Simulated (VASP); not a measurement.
Band structure of Mo. Method: PBE GGA, VASP's PBE PAW potentials (set 64) (plane waves; VASP).

The cell holds a wide vacuum, so values per volume refer to the whole cell.

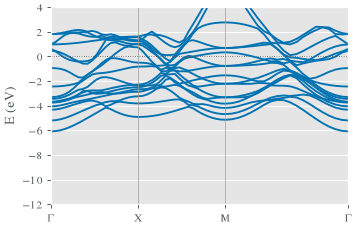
Figure: Bands along high-symmetry lines, zero at the valence-band maximum or, without a gap, the Fermi level

Read the plot: is there a gap, and where are the band edges?

It has no gap at this level: it comes out as a metal or semimetal.

The cell is a sheet with vacuum, built from a generated structure.
